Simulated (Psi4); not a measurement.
# CH3NSn (Sn(CN)H3): TDA-HSE06/DZVP (save jk yes)

We compute the excited states of CH3NSn (Sn(CN)H3). 

The results are computed with Psi4 1.11.

1 further run of the same task is left out (set aside as unsound or not needed).

## 1. The system as given

CH3NSn: 6 atoms, total charge 0, spin state singlet. As SMILES, `[H][Sn]([H])([H])[C]#N`. The shape comes from GFN2-xTB, which is rough for such elements, and wasn't checked as a minimum.

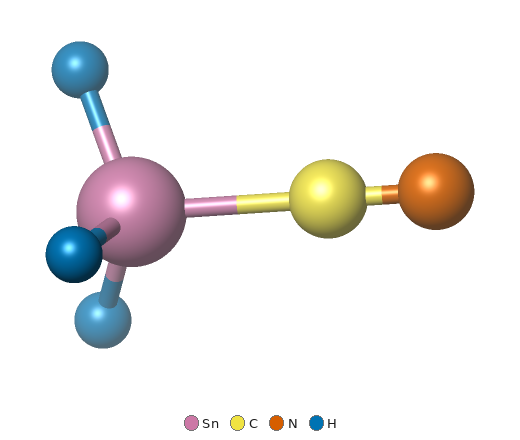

Viewed from a chosen angle; tin pink, carbon yellow, nitrogen orange, hydrogen blue.

## 2. The vertical excitations at TDA-HSE06/DZVP (save jk yes)

ch3nsn.xyz

```xyz
6
CH3NSn
Sn    -0.010460    -0.006080    -0.642850
C      0.020990     0.015810     1.442250
N      0.043070     0.024080     2.584360
H      1.562680    -0.004980    -1.151110
H     -0.812930     1.354320    -1.132680
H     -0.803360    -1.383140    -1.099970
```

calc.py

```python
import psi4

psi4.set_memory('1600 MB')
psi4.set_num_threads(1)
psi4.set_output_file('output.dat', False)

with open('ch3nsn.xyz') as f:
    atoms = ''.join(f.readlines()[2:])
geom = psi4.geometry('0 1\n' + atoms + 'symmetry c1')

psi4.set_options({
    'basis': 'DZVP',
    'scf_type': 'pk',
    'save_jk': True,
})

from psi4.driver.procrouting.response.scf_response import tdscf_excitations
energy_value, wavefunction = psi4.energy('hse06', molecule=geom, return_wfn=True)
states = tdscf_excitations(wavefunction, states=10, tda=True)
for k, s in enumerate(states, 1):
    print(f"root {k}: {s['EXCITATION ENERGY'] * 27.211386:.4f} eV  f = {s['OSCILLATOR STRENGTH (LEN)']:.4f}  {s['SYMMETRY']}")
print(f'total energy {energy_value:.8f} hartree = {energy_value * 27.211386:.5f} eV')
for k, v in sorted(psi4.core.scalar_variables().items()):
    print(f'{k:45s} {v:18.10f}')
```

On the command line:

```sh
$ python calc.py
```

output.dat:

```text
[...]
  Running in c1 symmetry.
[...]
  Nuclear repulsion =  207.457250170398538
[...]
  Multiplicity = 1
[...]
  Nalpha       = 33
  Nbeta        = 33
[...]
    Number of basis functions: 70
[...]
   @RKS iter   1: -6118.34557289276836   -2.51574e+00   1.13631e-02 DIIS/ADIIS
[...]
   @RKS iter   8: -6118.75124589470852   -1.07332e-07   3.16048e-07 DIIS
[...]
    Orbital Energies [Eh]
    ---------------------
    Doubly Occupied:
       1A   -1031.288457     2A   -153.015719     3A   -143.098471
       4A   -143.097947     5A   -143.097945     6A    -29.824511
       7A    -25.710409     8A    -25.708927     9A    -25.708921
      10A    -18.089669    11A    -18.089319    12A    -18.089315
      13A    -18.088298    14A    -18.088298    15A    -14.391158
      16A    -10.254976    17A     -4.847566    18A     -3.457620
      19A     -3.455606    20A     -3.455603    21A     -1.144566
      22A     -1.142306    23A     -1.142300    24A     -1.136828
      25A     -1.136824    26A     -0.922335    27A     -0.572759
      28A     -0.439780    29A     -0.375007    30A     -0.374907
      31A     -0.355252    32A     -0.340581    33A     -0.340555
[...]
  @RKS Final Energy: -6118.75124589470852
   => Energetics <=
    Nuclear Repulsion Energy =            207.4572501703985381
    One-Electron Energy =               -8839.4098029972428776
    Two-Electron Energy =                2645.2630672947288986
    DFT Exchange-Correlation Energy =    -132.0617603625932475
    Empirical Dispersion Energy =           0.0000000000000000
    VV10 Nonlocal Energy =                  0.0000000000000000
    Total Energy =                      -6118.7512458947085179
[...]
 Multipole Moments:
 ------------------------------------------------------------------------------------
     Multipole            Electronic (a.u.)      Nuclear  (a.u.)        Total (a.u.)
 ------------------------------------------------------------------------------------
 L = 1.  Multiply by 2.5417464519 to convert [e a0] to [Debye]
 Dipole X            :         -0.1242305            0.0976395           -0.0265910
 Dipole Y            :         -0.0720814            0.0572133           -0.0148681
 Dipole Z            :         -7.6235989            6.0098606           -1.6137384
 Magnitude           :                                                    1.6140259
[...]
**********                               WARNING                                **********
**********       The names of excited state variables changed between 1.5       **********
[...]
**********                               WARNING                                **********
**********  Length-gauge rotatory strengths are **NOT** gauge-origin invariant  **********
[...]
                                    Excitation Energy         Total Energy        Oscillator Strength             Rotatory Strength
[...]
Excited State    1 (1 A):   0.27164 au   167.73 nm f = 0.0000
[...]
Excited State    7 (1 A):   0.30789 au   147.98 nm f = 0.0019
[...]
Excited State    8 (1 A):   0.32415 au   140.56 nm f = 0.0000
[...]
Excited State    9 (1 A):   0.32486 au   140.26 nm f = 0.0015
[...]
Excited State   10 (1 A):   0.33349 au   136.63 nm f = 0.0024
[...]
**********                               WARNING                                **********
**********       The names of excited state variables changed between 1.5       **********
[...]
```

On the terminal:

```text
root 1: 7.3917 eV  f = 0.0000  A
root 2: 7.6869 eV  f = 0.0045  A
root 3: 7.6871 eV  f = 0.0045  A
root 4: 8.1582 eV  f = 0.0011  A
root 5: 8.1597 eV  f = 0.0011  A
root 6: 8.3757 eV  f = 0.0020  A
root 7: 8.3782 eV  f = 0.0019  A
root 8: 8.8206 eV  f = 0.0000  A
root 9: 8.8398 eV  f = 0.0015  A
root 10: 9.0748 eV  f = 0.0024  A
total energy -6118.75124589 hartree = -166499.70199 eV
CURRENT ENERGY                                  -6118.7512458947
CURRENT REFERENCE ENERGY                        -6118.7512458947
DD SOLVATION ENERGY                                 0.0000000000
DFT FUNCTIONAL TOTAL ENERGY                     -6118.7512458947
DFT TOTAL ENERGY                                -6118.7512458947
DFT VV10 ENERGY                                     0.0000000000
DFT XC ENERGY                                    -132.0617603626
GRID ELECTRONS ALPHA                               33.0000017567
GRID ELECTRONS BETA                                33.0000017567
GRID ELECTRONS TOTAL                               66.0000035134
NUCLEAR REPULSION ENERGY                          207.4572501704
ONE-ELECTRON ENERGY                             -8839.4098029972
PCM POLARIZATION ENERGY                             0.0000000000
PE ENERGY                                           0.0000000000
SCF ITERATION ENERGY                            -6118.7512458947
SCF ITERATIONS                                      8.0000000000
SCF TOTAL ENERGY                                -6118.7512458947
TWO-ELECTRON ENERGY                              2645.2630672947
XC GRID RADIAL POINTS                              75.0000000000
XC GRID SPHERICAL POINTS                          302.0000000000
XC GRID TOTAL POINTS                           131238.0000000000
```

It took 19 s on 1 thread of Intel Xeon 6975P-C (Granite Rapids), shared host; peak memory 0.49 GiB.

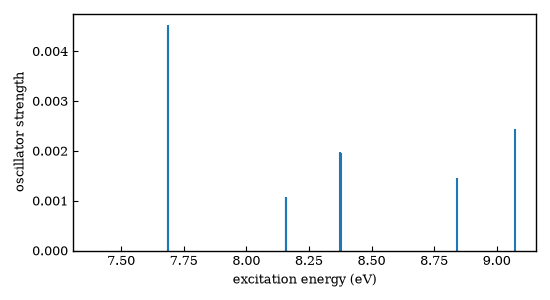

Vertical excitations as sticks.

The roots found:

```tsv
excited state	energy (eV)	strength	label
1	7.392	0.0000	A 1
2	7.687	0.0045	A 1
3	7.687	0.0045	A 1
4	8.158	0.0011	A 1
5	8.160	0.0011	A 1
6	8.376	0.0020	A 1
7	8.378	0.0019	A 1
8	8.821	0.0000	A 1
9	8.840	0.0015	A 1
10	9.075	0.0024	A 1
```

## 3. Summary of results

At TDA-HSE06/DZVP (save jk yes):

```
                                quantity           value
       ground-state or mean-field energy  -6118.75125 Eh
 dipole moment (HSE06 Kohn–Sham density)          4.10 D
  HOMO energy (HSE06 Kohn–Sham orbitals)        -9.27 eV
  LUMO energy (HSE06 Kohn–Sham orbitals)        -0.54 eV
HOMO–LUMO gap (HSE06 Kohn–Sham orbitals)         8.73 eV
                lowest excitation energy         7.39 eV
```

What this shows: The basis has no diffuse functions, so Rydberg states are missing or pushed up, and the true lowest state may lie lower.
